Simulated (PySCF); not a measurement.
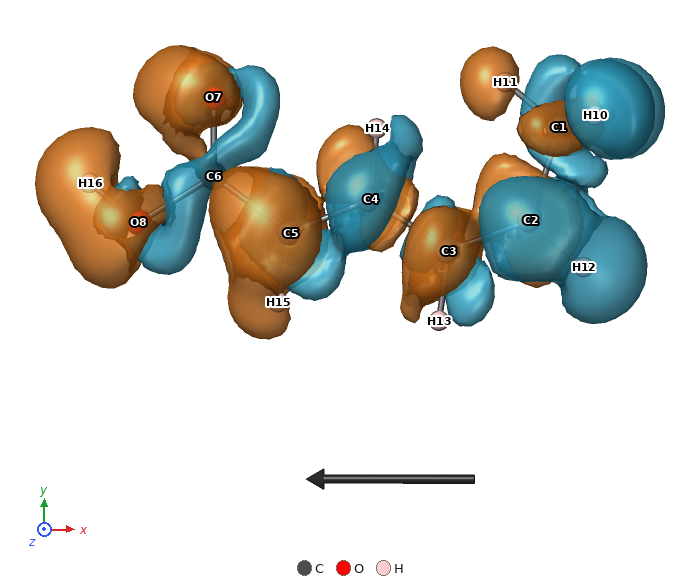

*C$_{6}$H$_{8}$O$_{2}$, SMILES `C/C=C\C=C\C(=O)O`. Change of the electron density in a uniform field of 0.21 V/Å along −x (arrow), surfaces at ±0.0015 e/Å³ (light blue: gain, orange: loss).*

Method: B3LYP/6-31+G*; geometry: GFN2-xTB; program: PySCF. No frequency check shows the geometry to be a minimum. The basis has diffuse s and p functions alone, which still leaves polarisabilities too small, most of all across bonds.

The calculation's input:

```python
import numpy as np
from pyscf import gto, scf, dft
from pyscf.scf import atom_ks, atom_hf
from scipy.linalg import block_diag

def solve(mol, dm0=None, hcore=None):
    mf = (dft.UKS if mol.spin else dft.RKS)(mol, xc='b3lyp')
    mf.grids.level = 3
    mf = mf.density_fit(auxbasis='def2-universal-jkfit')
    mf.conv_tol, mf.max_cycle = 1e-8, 80
    if hcore is not None:
        mf.get_hcore = lambda *args: hcore
    mf.kernel(dm0)
    if not mf.converged:
        mf = mf.newton().run(mf.mo_coeff, mf.mo_occ, max_cycle=30)
    assert mf.converged, 'SCF not converged'
    return mf

mol = gto.M(atom='''
C      3.26998     0.93591    -0.00004
C      2.83153    -0.48505     0.00088
C      1.57648    -0.95105     0.00098
C      0.37975    -0.15895     0.00135
C     -0.85850    -0.67767     0.00000
C     -2.03691     0.18618     0.00021
O     -2.03281     1.39477     0.00159
O     -3.18339    -0.52186    -0.00203
H      3.88609     1.12731    -0.88702
H      3.89038     1.12756     0.86783
H      2.43699     1.63060     0.00173
H      3.64339    -1.20224     0.00097
H      1.42188    -2.02279     0.00074
H      0.46560     0.91894     0.00268
H     -1.04653    -1.74037    -0.00124
H     -3.94211     0.08142    -0.00245
''', basis='6-31+g*', charge=0, spin=0, verbose=4)
field = np.array([0.004, 0.0, 0.0])  # atomic units
mol.set_common_orig(mol.atom_charges() @ mol.atom_coords() / mol.atom_charges().sum())
mf = solve(mol)
out = dict(dm0=mf.make_rdm1(), d0=mf.dip_moment(unit='AU'), e0=mf.e_tot)
for name, sign in (('p', 1), ('m', -1)):
    h = mf.get_hcore() + sign * np.einsum('x,xij->ij', field, mol.intor('int1e_r'))
    mi = solve(mol, mf.make_rdm1(), h)
    out.update({'dm' + name: mi.make_rdm1(), 'd' + name: mi.dip_moment(unit='AU'), 'e' + name: mi.e_tot})
# spherically averaged free atoms, for the promolecule
atm = atom_ks.get_atm_nrks(mol, xc='b3lyp')
pro = block_diag(*[(atm[a[0]][2] * atm[a[0]][3]) @ atm[a[0]][2].T for a in mol._atom])
np.savez('result.npz', pro=pro, **out)
```

Launched as:

```sh
OMP_NUM_THREADS=1 python input.py
```

The run took 2.2 min on 1 thread of Intel(R) Xeon(R) Processor @ 2.50GHz (Skylake/Cascade Lake), on a shared host, peak memory 0.81 GiB.

Partitions, critical points and surface values were worked out afterwards from this run's density.

The field was applied in both directions; the picture shows the one opposite to the script's first.

### What dipole is induced, and what polarisability does it imply?

The induced dipole is 1.50 D (along the field); α along this axis, from the fields in both directions, is 148 bohr³ (22.0 Å³).
